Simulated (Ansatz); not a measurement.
## Geometry relaxation of C$_{2}$H$_{6}$Cl$_{2}$Ga (part 2 of 2)

C$_{2}$H$_{6}$Cl$_{2}$Ga, multiplicity 2; UKS PBE/def2-SVP (Ansatz 0.2.0). The run did not end well. The input holds or restrains some coordinates. It belongs to a series of runs on one base structure; here: pulled along the bonds that form and break, towards end A.

Geometry of the input (Å):
```
Ga 0.0000  0.0000  0.0000
H  0.0000  0.0000  1.8200
Cl 1.9398  0.0000  -1.1200
C  -1.7147  0.0000  -0.9900
H  -2.2748  -0.9305  -0.7608
H  -2.3188  0.8797  -0.6846
C  -1.4385  0.0696  -2.4831
H  -2.3553  -0.2101  -3.0429
H  -1.1392  1.1028  -2.7568
H  -0.6190  -0.6331  -2.7415
Cl 0.0000  0.0000  3.4900
```

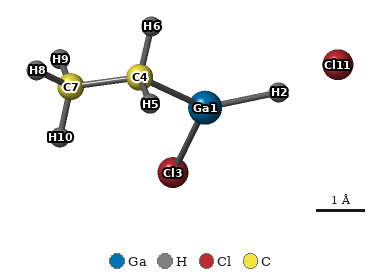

The geometry at step 14 of the log (ball-and-stick view, seen at a tilt; atoms are numbered from 1 in the order of the input).

Trajectory as extended XYZ (Å, eV, eV/Å), 20 of the 25 frames kept, from step=1 to step=25:
```
11
Properties=species:S:1:pos:R:3:forces:R:3 step=1 energy=-79558.11885
Ga    0.0000    0.0000    0.0000    0.6946   0.0236   0.4067
H     0.0000    0.0000    1.8200    0.1699  -0.0068   1.1117
Cl    1.9398    0.0000   -1.1200   -0.6684  -0.0103   0.4028
C    -1.7147    0.0000   -0.9900   -0.4508   0.0838  -0.4620
H    -2.2748   -0.9305   -0.7608    0.0729   0.0466   0.4102
H    -2.3188    0.8797   -0.6846   -0.0183  -0.1488   0.3801
C    -1.4385    0.0696   -2.4831    0.2069   0.0160  -0.0202
H    -2.3553   -0.2101   -3.0429    0.0768   0.0566  -0.1680
H    -1.1392    1.1028   -2.7568    0.0613  -0.1796  -0.2569
H    -0.6190   -0.6331   -2.7415   -0.1086   0.1177  -0.3860
Cl    0.0000    0.0000    3.4900   -0.0364   0.0012  -1.4184
11
Properties=species:S:1:pos:R:3:forces:R:3 step=2 energy=-79557.76709
Ga    0.0053    0.0005    0.0106    0.3476   0.0306  -0.2126
H     0.0031   -0.0001    1.6250    0.2321  -0.0074   0.9740
Cl    1.9304   -0.0002   -1.1139   -0.7110  -0.0118   0.4708
C    -1.7172    0.0007   -0.9930   -0.0192   0.0519  -0.2908
H    -2.2735   -0.9298   -0.7543    0.0673   0.0406   0.3644
H    -2.3194    0.8777   -0.6785   -0.0280  -0.1178   0.3407
C    -1.4369    0.0697   -2.4847    0.0469  -0.0028  -0.0371
H    -2.3537   -0.2090   -3.0457    0.0820   0.0623  -0.1787
H    -1.1378    1.1007   -2.7614    0.0693  -0.1303  -0.2453
H    -0.6200   -0.6318   -2.7481   -0.0746   0.0843  -0.3508
Cl   -0.0006    0.0000    3.6744   -0.0124   0.0004  -0.8347
11
Properties=species:S:1:pos:R:3:forces:R:3 step=4 energy=-79557.53361
Ga   -0.0006    0.0092   -0.0371   -0.1000   0.0200   0.0256
H     0.0767   -0.0004    1.5243    0.1456  -0.0021   0.8712
Cl    1.8867   -0.0012   -1.1003   -0.0009  -0.0055  -0.0095
C    -1.7090    0.0020   -1.0332    0.0403   0.0058  -0.1154
H    -2.2374   -0.9271   -0.7237    0.0487   0.0295   0.0469
H    -2.3072    0.8583   -0.6527   -0.0088  -0.0652   0.0317
C    -1.4583    0.0694   -2.5358   -0.0381  -0.0102   0.0105
H    -2.3739   -0.1890   -3.1050   -0.0379   0.0424  -0.1014
H    -1.1376    1.0878   -2.8296    0.0072  -0.0176  -0.1275
H    -0.6552   -0.6312   -2.8405   -0.0601   0.0024  -0.1454
Cl   -0.0048    0.0006    4.0638    0.0039   0.0004  -0.4867
11
Properties=species:S:1:pos:R:3:forces:R:3 step=5 energy=-79557.56429
Ga    0.0061    0.0183    0.0209   -0.0763  -0.0032  -0.1754
H     0.1576    0.0075    1.5904   -0.0111   0.0079   0.6094
Cl    1.8921    0.0072   -1.0454    0.1080   0.0019  -0.0427
C    -1.6645   -0.0078   -1.0570   -0.0451  -0.0003  -0.0740
H    -2.1723   -0.9436   -0.7342   -0.0044  -0.0143  -0.0087
H    -2.2794    0.8258   -0.6530   -0.0378  -0.0188  -0.0204
C    -1.4887    0.0721   -2.5778    0.1389  -0.0656   0.0668
H    -2.4465   -0.1283   -3.1082    0.0303   0.0374   0.0735
H    -1.1372    1.0758   -2.8901   -0.0063  -0.0097  -0.0223
H    -0.7423   -0.6608   -2.9579   -0.1150   0.0651   0.0575
Cl   -0.0454    0.0122    4.1427    0.0188  -0.0003  -0.4637
11
Properties=species:S:1:pos:R:3:forces:R:3 step=6 energy=-79557.57982
Ga    0.0543    0.0250   -0.0063   -0.0010   0.0547  -0.1547
H     0.2498    0.0650    1.5569   -0.0331  -0.0183   0.6437
Cl    1.9325    0.0503   -1.1015   -0.0046  -0.0129  -0.0071
C    -1.6440   -0.0216   -1.0341    0.0124  -0.0245   0.0842
H    -2.1355   -0.9648   -0.7072    0.0036  -0.0152  -0.0250
H    -2.2669    0.7991   -0.6181    0.0030   0.0221   0.0136
C    -1.4911    0.0672   -2.5478   -0.1002   0.0111  -0.1155
H    -2.4786   -0.0416   -3.0443   -0.0391  -0.0086  -0.0139
H    -1.0774    1.0410   -2.8766    0.0528   0.0026   0.0390
H    -0.8352   -0.7249   -2.9576    0.0430  -0.0218   0.0075
Cl   -0.2283   -0.0163    4.0670    0.0632   0.0108  -0.4719
11
Properties=species:S:1:pos:R:3:forces:R:3 step=7 energy=-79557.57454 accepted=F
Ga    0.1022    0.0551   -0.0265    0.0011  -0.0299  -0.1659
H     0.3500    0.0961    1.5282   -0.0686  -0.0042   0.6306
Cl    1.9618    0.0838   -1.1600   -0.0422   0.0024  -0.0002
C    -1.6203   -0.0303   -1.0121    0.0039  -0.0151   0.1680
H    -2.0930   -0.9812   -0.6780    0.0245   0.0123  -0.0013
H    -2.2450    0.7820   -0.5804    0.0176   0.0106  -0.0009
C    -1.5034    0.0602   -2.5259   -0.1398  -0.0004  -0.3058
H    -2.5157    0.0245   -2.9956    0.1336  -0.0115   0.0415
H    -1.0296    1.0076   -2.8611   -0.0037  -0.0854   0.0374
H    -0.9140   -0.7781   -2.9566   -0.0323   0.1020   0.0498
Cl   -0.4137   -0.0412    3.9985    0.1058   0.0192  -0.4532
11
Properties=species:S:1:pos:R:3:forces:R:3 step=9 energy=-79557.58822
Ga    0.0951    0.0460   -0.0212   -0.0238   0.0065  -0.1281
H     0.3507    0.1049    1.5370   -0.0837  -0.0169   0.5809
Cl    1.9440    0.0853   -1.1674   -0.0017  -0.0050  -0.0077
C    -1.6267   -0.0370   -1.0105   -0.0157  -0.0101   0.0911
H    -2.0934   -0.9928   -0.6825   -0.0049   0.0200  -0.0054
H    -2.2519    0.7729   -0.5731    0.0193  -0.0162  -0.0150
C    -1.5049    0.0627   -2.5280    0.0087   0.0339  -0.0983
H    -2.5087    0.0406   -3.0096    0.0591  -0.0045   0.0371
H    -1.0072    1.0030   -2.8471   -0.0464  -0.0576   0.0091
H    -0.9154   -0.7758   -2.9523   -0.0194   0.0310   0.0036
Cl   -0.4020   -0.0314    3.9849    0.1085   0.0189  -0.4672
11
Properties=species:S:1:pos:R:3:forces:R:3 step=10 energy=-79557.60018
Ga    0.1175    0.0560   -0.0203   -0.0382  -0.0029  -0.2032
H     0.4272    0.1375    1.5227   -0.1165  -0.0175   0.6360
Cl    1.9470    0.0639   -1.1999    0.0089  -0.0061  -0.0157
C    -1.6151   -0.0306   -0.9899    0.0103  -0.0029   0.0511
H    -2.0797   -0.9834   -0.6523   -0.0086   0.0043  -0.0009
H    -2.2352    0.7823   -0.5529    0.0027  -0.0033  -0.0050
C    -1.5086    0.0604   -2.5110    0.0046   0.0078  -0.0338
H    -2.5159    0.0185   -2.9813    0.0276  -0.0034   0.0250
H    -1.0313    1.0058   -2.8409   -0.0216  -0.0197   0.0042
H    -0.9097   -0.7698   -2.9370   -0.0119   0.0151   0.0078
Cl   -0.5165   -0.0623    3.8931    0.1427   0.0286  -0.4656
11
Properties=species:S:1:pos:R:3:forces:R:3 step=11 energy=-79557.60520
Ga    0.1549    0.0701   -0.0314   -0.0449  -0.0180  -0.1816
H     0.5049    0.1835    1.5025   -0.1354  -0.0194   0.5960
Cl    1.9594    0.0337   -1.2539   -0.0162  -0.0061   0.0079
C    -1.5978   -0.0234   -0.9615    0.0292   0.0088  -0.0199
H    -2.0579   -0.9740   -0.6124    0.0054  -0.0020   0.0068
H    -2.2126    0.7919   -0.5228    0.0041   0.0035   0.0079
C    -1.5134    0.0582   -2.4864   -0.0091  -0.0018   0.0319
H    -2.5252   -0.0062   -2.9405   -0.0123  -0.0028   0.0014
H    -1.0596    1.0093   -2.8295   -0.0057   0.0088   0.0004
H    -0.9053   -0.7626   -2.9150    0.0031  -0.0118  -0.0020
Cl   -0.6679   -0.1021    3.7812    0.1817   0.0408  -0.4489
11
Properties=species:S:1:pos:R:3:forces:R:3 step=12 energy=-79557.63119
Ga    0.1729    0.0858   -0.0243    0.0018  -0.0295  -0.2072
H     0.5775    0.2819    1.4878   -0.1750  -0.0222   0.6071
Cl    1.9669   -0.0437   -1.2638   -0.0409  -0.0113   0.0240
C    -1.5837   -0.0212   -0.9353   -0.0558  -0.0038  -0.0384
H    -2.0318   -0.9790   -0.5890    0.0204   0.0034   0.0280
H    -2.2097    0.7836   -0.4933    0.0166  -0.0006   0.0238
C    -1.5183    0.0623   -2.4611    0.0269   0.0065   0.0046
H    -2.5330   -0.0267   -2.9052   -0.0014  -0.0021   0.0127
H    -1.0919    1.0251   -2.8078   -0.0105  -0.0007  -0.0024
H    -0.8933   -0.7426   -2.8967   -0.0074  -0.0020   0.0016
Cl   -0.7761   -0.1471    3.6191    0.2253   0.0623  -0.4537
11
Properties=species:S:1:pos:R:3:forces:R:3 step=14 energy=-79557.67684
Ga    0.2223    0.1136   -0.0190   -0.0981  -0.0747  -0.2056
H     0.6721    0.4631    1.4553   -0.1780  -0.0210   0.5508
Cl    1.9737   -0.1843   -1.2948   -0.0260  -0.0146   0.0669
C    -1.5555   -0.0245   -0.8841   -0.0096   0.0125  -0.0312
H    -1.9667   -0.9969   -0.5319    0.0274   0.0073   0.0147
H    -2.1884    0.7595   -0.4165    0.0098   0.0000   0.0094
C    -1.5244    0.0714   -2.4108    0.0025  -0.0023   0.0307
H    -2.5444   -0.0521   -2.8329   -0.0133  -0.0013  -0.0022
H    -1.1429    1.0521   -2.7601   -0.0110   0.0022   0.0031
H    -0.8795   -0.7065   -2.8661   -0.0064  -0.0045   0.0096
Cl   -0.9869   -0.2169    3.2912    0.3027   0.0964  -0.4462
11
Properties=species:S:1:pos:R:3:forces:R:3 step=15 energy=-79557.71507
Ga    0.2223    0.1189   -0.0077   -0.1316  -0.0614  -0.1345
H     0.7304    0.5684    1.4244   -0.2194  -0.0158   0.5367
Cl    1.9948   -0.2578   -1.2368   -0.0412  -0.0406   0.0346
C    -1.5590   -0.0264   -0.8649    0.0547  -0.0020   0.0062
H    -1.9515   -1.0067   -0.5132    0.0126   0.0187  -0.0013
H    -2.1970    0.7470   -0.3873    0.0120  -0.0062   0.0033
C    -1.5325    0.0771   -2.3908   -0.0079  -0.0037   0.0092
H    -2.5515   -0.0596   -2.8121    0.0010  -0.0018   0.0013
H    -1.1670    1.0657   -2.7366   -0.0143  -0.0078   0.0080
H    -0.8764   -0.6893   -2.8505   -0.0161   0.0041   0.0111
Cl   -1.0332   -0.2589    3.1057    0.3504   0.1164  -0.4745
11
Properties=species:S:1:pos:R:3:forces:R:3 step=16 energy=-79557.78627
Ga    0.2051    0.1262    0.0281   -0.2093  -0.0989  -0.1128
H     0.7729    0.6841    1.4018   -0.2203   0.0132   0.5428
Cl    1.9791   -0.3362   -1.1741   -0.0029  -0.0700   0.0367
C    -1.5634   -0.0272   -0.8492    0.0509   0.0092   0.0415
H    -1.9421   -1.0137   -0.5006   -0.0068   0.0191  -0.0110
H    -2.2088    0.7366   -0.3672   -0.0143  -0.0088  -0.0099
C    -1.5336    0.0822   -2.3743   -0.0039   0.0006   0.0018
H    -2.5492   -0.0656   -2.8007    0.0036  -0.0024   0.0152
H    -1.1805    1.0767   -2.7163   -0.0086  -0.0107   0.0122
H    -0.8675   -0.6751   -2.8348   -0.0087   0.0065   0.0142
Cl   -1.0326   -0.3096    2.9176    0.4202   0.1422  -0.5308
11
Properties=species:S:1:pos:R:3:forces:R:3 step=17 energy=-79557.87173
Ga    0.1893    0.1569    0.0486   -0.1935  -0.2493   0.0842
H     0.7851    0.8454    1.3628   -0.2065   0.0314   0.4173
Cl    1.9687   -0.4641   -1.0919   -0.0803  -0.0417   0.1148
C    -1.5713   -0.0194   -0.8348    0.0086   0.0415  -0.0235
H    -1.9348   -1.0126   -0.4895    0.0269   0.0201  -0.0046
H    -2.2332    0.7316   -0.3559   -0.0110   0.0031  -0.0197
C    -1.5338    0.0896   -2.3592   -0.0204   0.0100  -0.0107
H    -2.5444   -0.0764   -2.7913    0.0078  -0.0001   0.0081
H    -1.1966    1.0904   -2.6996   -0.0124  -0.0114   0.0062
H    -0.8520   -0.6566   -2.8149   -0.0098   0.0075   0.0164
Cl   -0.9975   -0.4066    2.7558    0.4908   0.1889  -0.5887
11
Properties=species:S:1:pos:R:3:forces:R:3 step=19 energy=-79558.30973
Ga    0.0742    0.0878    0.2334    0.0451  -0.4871   0.0644
H     0.8334    1.0987    1.2676   -0.0270   0.2172   0.1332
Cl    1.9343   -0.5851   -0.9091   -0.4892   0.0535   0.5242
C    -1.6025   -0.0107   -0.8219   -0.0857   0.0558  -0.2630
H    -1.9625   -1.0094   -0.4937   -0.0572  -0.0136  -0.0205
H    -2.2801    0.7345   -0.3602   -0.0577   0.0326  -0.0123
C    -1.5289    0.0999   -2.3449    0.0532   0.0218   0.1185
H    -2.5300   -0.0764   -2.7946   -0.0192   0.0031   0.0073
H    -1.1976    1.1027   -2.6820    0.0115   0.0160   0.0215
H    -0.8360   -0.6423   -2.7891    0.0174   0.0028   0.0383
Cl   -0.8249   -0.5213    2.4249    0.6089   0.0979  -0.6117
11
Properties=species:S:1:pos:R:3:forces:R:3 step=20 energy=-79558.47411
Ga    0.0135    0.0536    0.3169    0.0976  -0.1954  -0.9561
H     0.8567    1.1661    1.1811    0.0977   0.4969   0.0107
Cl    1.8685   -0.6101   -0.7611   -0.0923  -0.1016   0.2810
C    -1.6227   -0.0077   -0.8233   -0.0885   0.1693  -0.3056
H    -1.9849   -1.0096   -0.5089   -0.0580  -0.0484  -0.0034
H    -2.3114    0.7336   -0.3726   -0.0812   0.0422  -0.0323
C    -1.5225    0.1072   -2.3435    0.0517   0.0129   0.1934
H    -2.5166   -0.0761   -2.8060   -0.0252   0.0089  -0.0170
H    -1.1947    1.1122   -2.6744    0.0203   0.0402   0.0188
H    -0.8200   -0.6307   -2.7786    0.0316  -0.0052   0.0395
Cl   -0.6865   -0.5602    2.3006    0.0462  -0.4197   0.7710
11
Properties=species:S:1:pos:R:3:forces:R:3 step=21 energy=-79558.61651
Ga   -0.0063   -0.0028    0.3165    0.1439  -0.2924  -0.5842
H     0.7497    1.2521    1.0359    0.1084   0.5667   0.0183
Cl    1.8598   -0.7580   -0.6540   -0.1548  -0.0706   0.2043
C    -1.6327   -0.0209   -0.8313   -0.3525  -0.0733  -0.1634
H    -2.0024   -1.0442   -0.5878    0.0268   0.0210   0.0655
H    -2.3518    0.6833   -0.3667    0.0178   0.0738   0.0027
C    -1.5153    0.1475   -2.3396    0.1268  -0.0449   0.0600
H    -2.4981   -0.0511   -2.8212   -0.0040   0.0201  -0.0161
H    -1.2075    1.1666   -2.6424    0.0313   0.0681   0.0245
H    -0.7881   -0.5670   -2.7752    0.0099   0.0284  -0.0171
Cl   -0.5280   -0.5270    2.3961    0.0465  -0.2968   0.4055
11
Properties=species:S:1:pos:R:3:forces:R:3 step=22 energy=-79558.70645
Ga   -0.0050    0.0067    0.2691    0.1916  -0.4649  -0.0426
H     0.6196    1.3451    0.9157    0.0801   0.6459  -0.0373
Cl    1.8040   -0.9225   -0.6029   -0.1181  -0.0330   0.0310
C    -1.6762   -0.0501   -0.8244   -0.1831  -0.0145  -0.2548
H    -2.0120   -1.0860   -0.5836    0.0511   0.0514  -0.0442
H    -2.4025    0.6447   -0.3563    0.0722   0.0573  -0.0059
C    -1.4861    0.1722   -2.3182   -0.0940  -0.0587   0.0605
H    -2.4463   -0.0251   -2.8455   -0.0037   0.0383  -0.0619
H    -1.1893    1.2121   -2.5621    0.0000   0.0029   0.0239
H    -0.7312   -0.5102   -2.7581    0.0152   0.0153   0.0443
Cl   -0.3956   -0.5086    2.3966   -0.0114  -0.2400   0.2872
11
Properties=species:S:1:pos:R:3:forces:R:3 step=24 energy=-79558.80741
Ga    0.0283   -0.0663    0.2952    0.1297  -0.1484   0.1284
H     0.2876    1.4345    0.7350    0.0797   0.7456  -0.3057
Cl    1.6365   -1.1698   -0.6859   -0.0421  -0.0557  -0.0164
C    -1.7096   -0.0597   -0.8299    0.0741  -0.0634   0.0212
H    -1.9333   -1.1193   -0.5734   -0.1746   0.0140  -0.1234
H    -2.4142    0.6315   -0.3260    0.0828  -0.0614  -0.0066
C    -1.4430    0.2131   -2.2887   -0.0080  -0.0245  -0.0044
H    -2.3561   -0.0035   -2.8938    0.0289   0.0328   0.0137
H    -1.1765    1.2748   -2.4666   -0.0352  -0.0083  -0.0221
H    -0.6244   -0.4183   -2.6900   -0.0412  -0.0012   0.0013
Cl   -0.2158   -0.4385    2.4544   -0.0941  -0.4295   0.3139
11
Properties=species:S:1:pos:R:3:forces:R:3 step=25 energy=-79558.82117
Ga    0.0798   -0.0371    0.3130    0.0104  -0.2677   0.1420
H     0.1470    1.4815    0.7689    0.1397   0.6251  -0.4183
Cl    1.5962   -1.2337   -0.7183   -0.0717   0.1051   0.0770
C    -1.6775   -0.0721   -0.8342   -0.1463  -0.1070  -0.0274
H    -1.9519   -1.1265   -0.6046    0.0253   0.0612  -0.0017
H    -2.3491    0.6346   -0.3099    0.0318  -0.0174  -0.0069
C    -1.4355    0.2112   -2.2930    0.0985   0.0342   0.0186
H    -2.3611    0.0154   -2.8854    0.0029  -0.0025   0.0357
H    -1.1607    1.2704   -2.4676   -0.0021   0.0171  -0.0302
H    -0.6335   -0.4297   -2.7124   -0.0428   0.0007  -0.0144
Cl   -0.1741   -0.4356    2.4738   -0.0459  -0.4487   0.2256
```

What the run reported:

```csv
quantity,value
outcome,not converged
wall time,61 s (CPU time 3.8 min)
peak memory,0.23 GiB
```

What went wrong:

The run did not converge: “geometry relaxation did not converge after 25 steps: max|allowed force component| = 6.25e-1 eV/Å without the restraints, 2.89e-1 eV/Å with the forces of `relax.restrain` added, the figure compared with `relax.f_tol` (threshold 1.5e-1). Raise `relax.max_steps` over both its present limit and 25, loosen `relax.f_tol`, or start from a geometry closer to equilibrium …” Its last values are not results.
